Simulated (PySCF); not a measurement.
## Saddle-point search, with input and output: C$_{2}$H$_{3}$In (part 3 of 4)

Continued. System: C$_{2}$H$_{3}$In. Method: HCTH407/def2-SVP, RKS, dispersion D3(0), core potentials def2-svp (PySCF 2.14.0). 

Geometry of the input (Å):
```
C  -0.1866  -1.9280  0.0151
C  -0.0704  -0.7234  0.0059
In 0.1319  1.3639  -0.0106
H  0.9430  -1.4316  -0.3251
H  0.6735  2.0815  -1.4688
H  -0.2594  2.1955  1.4350
```

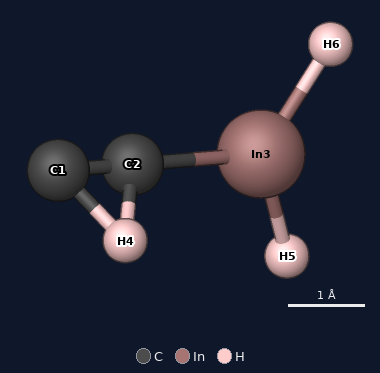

Figure 1. The input geometry (ball-and-stick view, seen at a tilt; atoms are numbered from 1 in the order of the input). Sticks mark near contacts.

**What the program printed, continued**
```
--------------- DFRKS_Scanner gradients ---------------
         x                y                z
0 C     0.0004239122    -0.0004936003    -0.0017023924
1 C    -0.0011765095     0.0004113110    -0.0017873837
2 In     0.0000056765     0.0007067341     0.0007311934
3 H     0.0006178516    -0.0008462903     0.0029853821
4 H    -0.0008142315     0.0000975446    -0.0006810686
5 H     0.0009470812     0.0001982469     0.0004525967
----------------------------------------------
cycle 22: E = -268.473133593  dE = -0.000573897  norm(grad) = 0.00462511
Step   21 : Displace = 3.233e-02/5.828e-02 (rms/max) Trust = 3.000e-02 (+) Grad = 1.888e-03/3.164e-03 (rms/max) E (change) = -268.4731335928 (-5.739e-04) Quality = 0.969
Hessian Eigenvalues:  -2.451e-02 -2.017e-03 -8.139e-04 -2.185e-04 -1.673e-04  1.152e-04  1.038e-03
 2.024e-03  7.094e-03  2.005e-02  3.518e-02  4.413e-02    .....    1.312e-01  1.733e-01  6.948e-01

Geometry optimization cycle 23
Cartesian coordinates (Angstrom)
 Atom        New coordinates             dX        dY        dZ
   C  -0.151552  -1.886795   0.111144    0.014716  0.009597  0.037338
   C  -0.003992  -0.627500  -0.027822    0.002077  0.006812  0.015439
  In   0.125274   1.542220  -0.111464    0.003101 -0.006463 -0.010224
   H   0.855217  -1.556218  -0.490879   -0.024742  0.007522 -0.045103
   H   0.706803   2.216051  -1.591376    0.017734  0.008055  0.007913
   H  -0.363041   2.334468   1.344455   -0.016192 -0.013555 -0.014455
converged SCF energy = -268.47364166016
--------------- DFRKS_Scanner gradients ---------------
         x                y                z
0 C    -0.0003688451     0.0028631365    -0.0014831292
1 C    -0.0024234733    -0.0012675695    -0.0004528854
2 In     0.0003892252    -0.0007704649    -0.0005138266
3 H     0.0024382358    -0.0006694925     0.0019659398
4 H    -0.0011060143     0.0001245601     0.0002832497
5 H     0.0010727997    -0.0002290225     0.0001866823
----------------------------------------------
cycle 23: E = -268.47364166  dE = -0.000508067  norm(grad) = 0.00566064
Step   22 : Displace = 3.136e-02/5.098e-02 (rms/max) Trust = 3.000e-02 (=) Grad = 2.311e-03/3.245e-03 (rms/max) E (change) = -268.4736416602 (-5.081e-04) Quality = 0.847
Hessian Eigenvalues:  -2.400e-02 -1.490e-03 -8.111e-04 -2.189e-04 -1.686e-04  1.124e-04  1.028e-03
 2.105e-03  7.073e-03  2.070e-02  3.530e-02  4.414e-02    .....    1.313e-01  1.739e-01  6.973e-01

Geometry optimization cycle 24
Cartesian coordinates (Angstrom)
 Atom        New coordinates             dX        dY        dZ
   C  -0.128100  -1.884999   0.126515    0.023452  0.001796  0.015371
   C   0.004412  -0.623576  -0.021346    0.008405  0.003924  0.006476
  In   0.122719   1.550592  -0.099236   -0.002555  0.008372  0.012228
   H   0.832868  -1.588355  -0.532249   -0.022349 -0.032138 -0.041370
   H   0.719002   2.200265  -1.588086    0.012199 -0.015786  0.003290
   H  -0.383434   2.352838   1.345582   -0.020393  0.018370  0.001127
converged SCF energy = -268.474052800296
--------------- DFRKS_Scanner gradients ---------------
         x                y                z
0 C    -0.0002523372    -0.0010807402    -0.0013617087
1 C    -0.0001617072     0.0003348904    -0.0022512854
2 In     0.0000897935     0.0002085149     0.0005457160
3 H     0.0002432610     0.0005310760     0.0031516775
4 H    -0.0008195650     0.0000195545    -0.0005306493
5 H     0.0008892023     0.0000471728     0.0004235407
----------------------------------------------
cycle 24: E = -268.4740528  dE = -0.00041114  norm(grad) = 0.00456531
Step   23 : Displace = 3.030e-02/5.500e-02 (rms/max) Trust = 3.000e-02 (=) Grad = 1.864e-03/3.205e-03 (rms/max) E (change) = -268.4740528003 (-4.111e-04) Quality = 0.917
Hessian Eigenvalues:  -2.636e-02 -8.327e-04 -2.456e-04 -1.711e-04  1.095e-04  4.051e-04  1.026e-03
 2.271e-03  7.148e-03  2.110e-02  3.543e-02  4.414e-02    .....    1.314e-01  1.744e-01  6.983e-01

Geometry optimization cycle 25
Cartesian coordinates (Angstrom)
 Atom        New coordinates             dX        dY        dZ
   C  -0.111205  -1.882941   0.160009    0.016895  0.002058  0.033494
   C   0.017101  -0.623095  -0.005579    0.012689  0.000482  0.015766
  In   0.128441   1.547679  -0.097989    0.005722 -0.002913  0.001246
   H   0.804352  -1.575866  -0.576408   -0.028516  0.012489 -0.044159
   H   0.736964   2.195105  -1.581747    0.017962 -0.005160  0.006339
   H  -0.402478   2.352505   1.335686   -0.019044 -0.000333 -0.009895
converged SCF energy = -268.474536123259
--------------- DFRKS_Scanner gradients ---------------
         x                y                z
0 C    -0.0014934203     0.0001346818    -0.0002696307
1 C    -0.0013516267    -0.0000215112    -0.0012757756
2 In     0.0001987589     0.0000506515     0.0004349496
3 H     0.0026619597    -0.0001456940     0.0011676236
4 H    -0.0008181153     0.0000312252    -0.0003754222
5 H     0.0008101267     0.0000051626     0.0003228018
----------------------------------------------
cycle 25: E = -268.474536123  dE = -0.000483323  norm(grad) = 0.00400621
Step   24 : Displace = 3.057e-02/5.602e-02 (rms/max) Trust = 3.000e-02 (=) Grad = 1.636e-03/2.910e-03 (rms/max) E (change) = -268.4745361233 (-4.833e-04) Quality = 0.951
Hessian Eigenvalues:  -2.639e-02 -8.147e-04 -2.214e-04 -1.949e-04  1.034e-04  6.522e-04  1.026e-03
 2.318e-03  7.319e-03  2.116e-02  3.544e-02  4.414e-02    .....    1.318e-01  1.744e-01  6.983e-01

Geometry optimization cycle 26
Cartesian coordinates (Angstrom)
 Atom        New coordinates             dX        dY        dZ
   C  -0.086701  -1.891018   0.179116    0.024505 -0.008077  0.019107
   C   0.024944  -0.628972   0.012860    0.007843 -0.005877  0.018439
  In   0.130773   1.538776  -0.091796    0.002332 -0.008904  0.006193
   H   0.764009  -1.574707  -0.619950   -0.040343  0.001160 -0.043543
   H   0.753700   2.181741  -1.570591    0.016736 -0.013364  0.011155
   H  -0.419749   2.347764   1.331700   -0.017271 -0.004741 -0.003986
converged SCF energy = -268.4749897922
--------------- DFRKS_Scanner gradients ---------------
         x                y                z
0 C    -0.0000601215    -0.0004167940    -0.0012860455
1 C    -0.0009541494     0.0005836731    -0.0012963363
2 In     0.0002986407    -0.0000947196     0.0001641294
3 H     0.0007735959    -0.0000636588     0.0023922674
4 H    -0.0007519804     0.0000572216    -0.0002431867
5 H     0.0007182079    -0.0000211699     0.0002807065
----------------------------------------------
cycle 26: E = -268.474989792  dE = -0.000453669  norm(grad) = 0.00352651
Step   25 : Displace = 3.079e-02/5.636e-02 (rms/max) Trust = 3.000e-02 (=) Grad = 1.440e-03/2.515e-03 (rms/max) E (change) = -268.4749897922 (-4.537e-04) Quality = 0.945
Hessian Eigenvalues:  -2.639e-02 -7.986e-04 -2.223e-04 -1.655e-04  1.076e-04  1.004e-03  1.199e-03
 2.459e-03  7.555e-03  2.128e-02  3.552e-02  4.414e-02    .....    1.324e-01  1.744e-01  6.986e-01

Geometry optimization cycle 27
Cartesian coordinates (Angstrom)
 Atom        New coordinates             dX        dY        dZ
   C  -0.066493  -1.883097   0.203492    0.020208  0.007922  0.024376
   C   0.034906  -0.623239   0.019409    0.009962  0.005733  0.006548
  In   0.132623   1.542789  -0.091325    0.001850  0.004014  0.000472
   H   0.722484  -1.576604  -0.666028   -0.041525 -0.001897 -0.046077
   H   0.770003   2.180133  -1.566316    0.016303 -0.001609  0.004275
   H  -0.438148   2.353079   1.322857   -0.018399  0.005315 -0.008843
converged SCF energy = -268.475369677763
--------------- DFRKS_Scanner gradients ---------------
         x                y                z
0 C    -0.0010350533     0.0005731002    -0.0000341259
1 C    -0.0011552046    -0.0004482191    -0.0009069758
2 In     0.0001989920    -0.0000216852     0.0003325632
3 H     0.0019950540    -0.0000385060     0.0006210699
4 H    -0.0006069856    -0.0000057868    -0.0002516177
5 H     0.0006010480    -0.0000205138     0.0002266537
----------------------------------------------
cycle 27: E = -268.475369678  dE = -0.000379886  norm(grad) = 0.00302025
Step   26 : Displace = 3.069e-02/5.581e-02 (rms/max) Trust = 3.000e-02 (=) Grad = 1.233e-03/2.090e-03 (rms/max) E (change) = -268.4753696778 (-3.799e-04) Quality = 0.943
Hessian Eigenvalues:  -2.639e-02 -7.961e-04 -2.169e-04 -1.615e-04  1.139e-04  1.026e-03  1.658e-03
 2.377e-03  8.111e-03  2.139e-02  3.559e-02  4.414e-02    .....    1.329e-01  1.745e-01  6.990e-01

Geometry optimization cycle 28
Cartesian coordinates (Angstrom)
 Atom        New coordinates             dX        dY        dZ
   C  -0.032030  -1.891499   0.223639    0.034463 -0.008402  0.020147
   C   0.051905  -0.628319   0.045312    0.016999 -0.005080  0.025903
  In   0.135603   1.535653  -0.084701    0.002980 -0.007136  0.006624
   H   0.679291  -1.575981  -0.700501   -0.043193  0.000622 -0.034473
   H   0.784761   2.163351  -1.558406    0.014758 -0.016782  0.007910
   H  -0.455994   2.354939   1.315625   -0.017845  0.001860 -0.007232
converged SCF energy = -268.475700346064
--------------- DFRKS_Scanner gradients ---------------
         x                y                z
0 C     0.0000131383    -0.0009614281    -0.0009346054
1 C    -0.0006787755     0.0009810783    -0.0009156738
2 In     0.0002244552    -0.0000915762     0.0000442221
3 H     0.0004439736     0.0000985173     0.0017791297
4 H    -0.0004483668     0.0000302413    -0.0001833016
5 H     0.0004556024    -0.0000167983     0.0002104316
----------------------------------------------
cycle 28: E = -268.475700346  dE = -0.000330668  norm(grad) = 0.00282493
Step   27 : Displace = 3.275e-02/5.930e-02 (rms/max) Trust = 3.000e-02 (=) Grad = 1.153e-03/1.836e-03 (rms/max) E (change) = -268.4757003461 (-3.307e-04) Quality = 0.928
Hessian Eigenvalues:  -2.639e-02 -7.680e-04 -1.762e-04 -1.609e-04  1.190e-04  1.026e-03  1.970e-03
 2.396e-03  8.354e-03  2.157e-02  3.566e-02  4.414e-02    .....    1.334e-01  1.745e-01  6.997e-01

Geometry optimization cycle 29
Cartesian coordinates (Angstrom)
 Atom        New coordinates             dX        dY        dZ
   C  -0.008462  -1.884990   0.246950    0.023568  0.006509  0.023311
   C   0.068261  -0.625155   0.049023    0.016355  0.003164  0.003711
  In   0.140178   1.538352  -0.082860    0.004575  0.002699  0.001840
   H   0.633754  -1.581162  -0.737097   -0.045536 -0.005180 -0.036596
   H   0.798770   2.165479  -1.552722    0.014009  0.002128  0.005684
   H  -0.473329   2.355774   1.308662   -0.017336  0.000834 -0.006963
converged SCF energy = -268.475917291686
--------------- DFRKS_Scanner gradients ---------------
         x                y                z
0 C    -0.0007086883     0.0004996533     0.0004722942
1 C    -0.0007461078    -0.0004282607    -0.0005365041
2 In     0.0001565516     0.0000171158     0.0003580531
3 H     0.0013322881    -0.0000233602    -0.0002277979
4 H    -0.0003174487    -0.0000382592    -0.0001815267
5 H     0.0002845444     0.0000128710     0.0001069884
----------------------------------------------
cycle 29: E = -268.475917292  dE = -0.000216946  norm(grad) = 0.00205209
Step   28 : Displace = 3.006e-02/5.437e-02 (rms/max) Trust = 3.000e-02 (=) Grad = 8.378e-04/1.352e-03 (rms/max) E (change) = -268.4759172917 (-2.169e-04) Quality = 0.910
Hessian Eigenvalues:  -2.639e-02 -7.634e-04 -1.721e-04 -1.698e-04  1.182e-04  1.013e-03  1.898e-03
 2.377e-03  9.098e-03  2.199e-02  3.575e-02  4.415e-02    .....    1.342e-01  1.746e-01  7.001e-01

Geometry optimization cycle 30
Cartesian coordinates (Angstrom)
 Atom        New coordinates             dX        dY        dZ
   C   0.019746  -1.898233   0.250753    0.028208 -0.013243  0.003803
   C   0.085541  -0.632741   0.076137    0.017281 -0.007585  0.027114
  In   0.139767   1.528000  -0.081346   -0.000412 -0.010352  0.001514
   H   0.580791  -1.574564  -0.768638   -0.052963  0.006597 -0.031541
   H   0.805049   2.146146  -1.551222    0.006279 -0.019334  0.001500
   H  -0.486265   2.356018   1.298351   -0.012936  0.000245 -0.010311
converged SCF energy = -268.476051310636
--------------- DFRKS_Scanner gradients ---------------
         x                y                z
0 C     0.0003368269    -0.0016199406    -0.0009925916
1 C    -0.0002850947     0.0018176124    -0.0001386588
2 In     0.0000772997    -0.0002500893    -0.0003675382
3 H    -0.0002091109     0.0000890600     0.0013723561
4 H    -0.0001250449     0.0000504413     0.0000349572
5 H     0.0002089395    -0.0000510554     0.0000918593
----------------------------------------------
cycle 30: E = -268.476051311  dE = -0.000134019  norm(grad) = 0.00305612
Step   29 : Displace = 3.215e-02/5.666e-02 (rms/max) Trust = 3.000e-02 (=) Grad = 1.248e-03/1.929e-03 (rms/max) E (change) = -268.4760513106 (-1.340e-04) Quality = 0.754
Hessian Eigenvalues:  -2.641e-02 -7.643e-04 -1.745e-04 -1.119e-04  1.217e-04  1.047e-03  1.671e-03
 2.433e-03  9.725e-03  2.306e-02  3.599e-02  4.418e-02    .....    1.351e-01  1.747e-01  7.014e-01

Geometry optimization cycle 31
Cartesian coordinates (Angstrom)
 Atom        New coordinates             dX        dY        dZ
   C   0.055104  -1.891147   0.291090    0.035357  0.007086  0.040337
   C   0.112415  -0.634184   0.072696    0.026874 -0.001444 -0.003440
  In   0.145711   1.528836  -0.076745    0.005944  0.000837  0.004601
   H   0.544475  -1.601675  -0.781847   -0.036316 -0.027111 -0.013209
   H   0.810303   2.153639  -1.545171    0.005254  0.007493  0.006050
   H  -0.508496   2.346301   1.295972   -0.022231 -0.009717 -0.002379
converged SCF energy = -268.476087675184
--------------- DFRKS_Scanner gradients ---------------
         x                y                z
0 C    -0.0003558390     0.0013059251     0.0009810753
1 C    -0.0001001800    -0.0013157419    -0.0004541053
2 In     0.0001023185     0.0001502957     0.0006300707
3 H     0.0005119011    -0.0000767715    -0.0009564382
4 H    -0.0000488917    -0.0000834632    -0.0001405468
5 H    -0.0000787372     0.0000612469    -0.0000435377
----------------------------------------------
cycle 31: E = -268.476087675  dE = -3.63645e-05  norm(grad) = 0.00252897
Step   30 : Displace = 3.167e-02/5.451e-02 (rms/max) Trust = 3.000e-02 (=) Grad = 1.032e-03/1.672e-03 (rms/max) E (change) = -268.4760876752 (-3.636e-05) Quality = 0.377
Hessian Eigenvalues:  -2.645e-02 -7.502e-04 -1.629e-04 -9.388e-05  1.140e-04  8.484e-04  1.177e-03
 2.414e-03  1.076e-02  2.590e-02  3.674e-02  4.428e-02    .....    1.367e-01  1.752e-01  7.034e-01

Geometry optimization cycle 32
Cartesian coordinates (Angstrom)
 Atom        New coordinates             dX        dY        dZ
   C   0.057102  -1.905805   0.272629    0.001998 -0.014658 -0.018461
   C   0.110841  -0.641762   0.086517   -0.001574 -0.007577  0.013820
  In   0.137863   1.519089  -0.079659   -0.007847 -0.009748 -0.002914
   H   0.525161  -1.587709  -0.796781   -0.019314  0.013967 -0.014934
   H   0.807736   2.140007  -1.546432   -0.002567 -0.013632 -0.001260
   H  -0.514301   2.343660   1.289912   -0.005805 -0.002642 -0.006060
converged SCF energy = -268.47610281097
--------------- DFRKS_Scanner gradients ---------------
         x                y                z
0 C     0.0002603665    -0.0010299678    -0.0003765335
1 C     0.0000014440     0.0011846435     0.0001232957
2 In    -0.0000187858    -0.0001520664    -0.0002811864
3 H    -0.0002900500     0.0000327355     0.0004595710
4 H     0.0000596308     0.0000452390     0.0000851508
5 H     0.0000183559    -0.0000399760     0.0000028187
----------------------------------------------
cycle 32: E = -268.476102811  dE = -1.51358e-05  norm(grad) = 0.00176146
Step   31 : Displace = 1.531e-02/2.291e-02 (rms/max) Trust = 1.500e-02 (-) Grad = 7.191e-04/1.191e-03 (rms/max) E (change) = -268.4761028110 (-1.514e-05) Quality = 0.397
Hessian Eigenvalues:  -2.666e-02 -9.078e-04 -3.596e-04 -1.451e-04  5.286e-06  8.879e-04  1.922e-03
 2.623e-03  1.069e-02  2.901e-02  3.859e-02  4.463e-02    .....    1.394e-01  1.760e-01  7.089e-01

Geometry optimization cycle 33
Cartesian coordinates (Angstrom)
 Atom        New coordinates             dX        dY        dZ
   C   0.020468  -1.904305   0.282077   -0.036633  0.001500  0.009448
   C   0.085058  -0.643331   0.083704   -0.025783 -0.001569 -0.002813
  In   0.121716   1.518028  -0.083635   -0.016147 -0.001061 -0.003976
   H   0.491957  -1.602410  -0.791690   -0.033204 -0.014702  0.005090
   H   0.782366   2.132284  -1.557783   -0.025370 -0.007723 -0.011351
   H  -0.518604   2.348326   1.288101   -0.004303  0.004666 -0.001812
converged SCF energy = -268.476108898613
--------------- DFRKS_Scanner gradients ---------------
         x                y                z
0 C    -0.0000036150    -0.0002002246     0.0001240086
1 C     0.0000607991     0.0001447458    -0.0000951394
2 In    -0.0000139576     0.0000248683     0.0000301526
3 H    -0.0000247174     0.0000507846    -0.0000391487
4 H     0.0000280406     0.0000015476    -0.0000005542
5 H    -0.0000188913     0.0000186438    -0.0000081649
----------------------------------------------
cycle 33: E = -268.476108899  dE = -6.08764e-06  norm(grad) = 0.000311746
Step   32 : Displace = 5.241e-03/8.793e-03 (rms/max) Trust = 7.500e-03 (-) Grad = 1.273e-04/2.355e-04 (rms/max) E (change) = -268.4761088986 (-6.088e-06) Quality = 0.754
Hessian Eigenvalues:  -2.680e-02 -9.346e-04 -1.846e-04 -2.405e-05  1.192e-04  8.861e-04  1.658e-03
 2.449e-03  1.072e-02  2.914e-02  3.882e-02  4.470e-02    .....    1.396e-01  1.760e-01  7.090e-01

Geometry optimization cycle 34
Cartesian coordinates (Angstrom)
 Atom        New coordinates             dX        dY        dZ
   C  -0.014973  -1.912508   0.278866   -0.035441 -0.008203 -0.003211
   C   0.060690  -0.651832   0.082476   -0.024368 -0.008502 -0.001227
  In   0.114537   1.509082  -0.084074   -0.007179 -0.008946 -0.000439
   H   0.464676  -1.611195  -0.791655   -0.027281 -0.008785  0.000035
   H   0.773900   2.119216  -1.560449   -0.008466 -0.013069 -0.002666
   H  -0.514056   2.343236   1.290731    0.004548 -0.005090  0.002630
converged SCF energy = -268.476109365626
--------------- DFRKS_Scanner gradients ---------------
         x                y                z
0 C     0.0000329690    -0.0001096564    -0.0000520188
1 C     0.0000175624     0.0001357147    -0.0000435775
2 In     0.0000182589    -0.0000119965     0.0000078450
3 H    -0.0000337761     0.0000101184     0.0001069499
4 H     0.0000008631     0.0000065348    -0.0000052335
5 H    -0.0000107350     0.0000069734    -0.0000031468
----------------------------------------------
cycle 34: E = -268.476109366  dE = -4.67013e-07  norm(grad) = 0.000223402
Step   33 : Displace = 3.308e-03/6.055e-03 (rms/max) Trust = 1.061e-02 (+) Grad = 9.120e-05/1.436e-04 (rms/max) E (change) = -268.4761093656 (-4.670e-07) Quality = 0.178
Hessian Eigenvalues:  -2.680e-02 -9.758e-04 -1.613e-04 -4.748e-05  3.609e-05  9.344e-04  1.922e-03
 2.369e-03  1.075e-02  2.914e-02  3.883e-02  4.470e-02    .....    1.397e-01  1.760e-01  7.090e-01

Geometry optimization cycle 35
Cartesian coordinates (Angstrom)
 Atom        New coordinates             dX        dY        dZ
   C  -0.041390  -1.920994   0.288865   -0.026416 -0.008486  0.009999
   C   0.040381  -0.661592   0.087578   -0.020309 -0.009760  0.005101
  In   0.105290   1.498413  -0.086084   -0.009247 -0.010669 -0.002010
   H   0.436058  -1.625753  -0.784809   -0.028618 -0.014558  0.006846
   H   0.765166   2.100523  -1.565472   -0.008733 -0.018693 -0.005024
   H  -0.515350   2.340114   1.287710   -0.001293 -0.003122 -0.003021
converged SCF energy = -268.476109595246
--------------- DFRKS_Scanner gradients ---------------
         x                y                z
0 C     0.0000125094     0.0000837708     0.0000031687
1 C     0.0000015226    -0.0000324140     0.0000238195
2 In    -0.0000095347    -0.0000187681    -0.0000072689
3 H     0.0000107140    -0.0000047958    -0.0000137164
4 H     0.0000106699     0.0000047770     0.0000074577
5 H    -0.0000025371     0.0000041544    -0.0000029698
----------------------------------------------
cycle 35: E = -268.476109595  dE = -2.29621e-07  norm(grad) = 9.92529e-05
```
